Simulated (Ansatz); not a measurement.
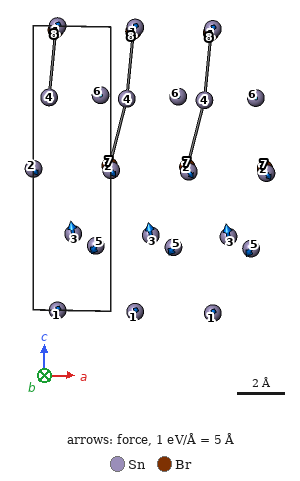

Starting geometry of crystalline Sn3Br (a generated structure, set up in P1) (coarse preliminary run) with the computed forces as blue arrows. Style: ball-and-stick. Shown: the cell of the calculation, repeated 3 × 1 × 1 with one cell outlined, along the b axis.

Theory: DFT PBE, scalar-relativistic, plane waves, PAW in Ansatz 0.2.0.

Input
```yaml
crystal:
  lattice:
    - [3.3437627561, 0.0, 0.0]
    - [-0.0022874846, 5.9385467991, 0.0]
    - [-0.2213638109, -2.6621286278, 12.2371764391]
  atoms:
    - { symbol: Sn, position: [0.3154008478, 0.4221281718, 0.9996703256] }
    - { symbol: Sn, position: [0.0058009387, 0.1989135679, 0.4958165093] }
    - { symbol: Sn, position: [0.5167969226, 0.0719820269, 0.2696857109] }
    - { symbol: Sn, position: [0.2066927256, 0.8127510227, 0.7482410134] }
    - { symbol: Sn, position: [0.8081857919, 0.5476079416, 0.2292831654] }
    - { symbol: Sn, position: [0.8691880872, 0.3167997718, 0.7593517983] }
    - { symbol: Br, position: [0.9859755673, 0.712647043, 0.512117618] }
    - { symbol: Br, position: [0.2919591187, 0.9171704545, 0.9858338591] }
basis:
  ecutwfc: 420
kpoints:
  mp_grid: { grid: [6, 4, 2] }
hamiltonian:
  xc: pbe
scf:
  occupations: { method: gaussian, width: 0.1 }
  lower_state_search: "off"
output:
  forces: true
  stress: true
  eigenvalues: true
relax:
  adjacent_minimum: "off"
  f_tol: 0.04
  max_steps: 70
  cell: { stress_tol: 0.4 }
```

Launched with:
```bash
ansatz run input.yaml --threads 1 --pin off --max-ram 2560MiB --backend cpu --events-out ev --progress --plain --runs-dir out
```

### Is this structure relaxed? If not, where do the atoms go?

It isn't relaxed: the largest force vector, on Sn3, is 0.12 eV/Å. The final displacements follow the starting forces only in part (cosine between the two patterns 0.34). After 5 accepted moves (7 points after the start) the energy has fallen by 5.4 meV per atom. Largest force component: 0.12 eV/Å at the start, 0.0095 eV/Å at the end. The pressure goes from −0.06 to −0.01 GPa. The line search rejected the trial step at point 5 of the run. The SCF was repeated once at an unchanged geometry on a basis and grid sized afresh for the cell, which shifted the energy by less than 0.05 meV per atom at most. The atom that moves furthest relative to the cell is Sn5 (0.41 Å roughly along −a). Largest moves by element: Sn 0.41 Å, Br 0.27 Å. The drawn cell changes as follows: a 3.344 → 3.345 Å (0.0 %), b 5.939 → 5.956 Å (+0.3 %), c 12.525 → 12.600 Å (+0.6 %), α 102.3° → 102.6°, β 91.0° → 87.0°, γ 90.0° → 90.2°; the volume changes by +0.7 %. Near-neighbour distances that change, for instance: Sn1–Br8 2.968 → 3.023 Å, Sn2–Br7 2.939 → 2.970 Å, Sn1–Br8 (another image) 2.982 → 2.952 Å, Sn4–Br7 2.970 → 2.998 Å. Among the angles between lasting bonds that change: Sn1–Br8–Sn1 172.9° → 170.8°, Br8–Sn1–Br8 172.9° → 170.8°. The space group stays P1 (No. 1). The run took 2.1 min on 1 thread of Intel(R) Xeon(R) 6975P-C (Granite Rapids), with other jobs on the host, peak memory 0.65 GiB.
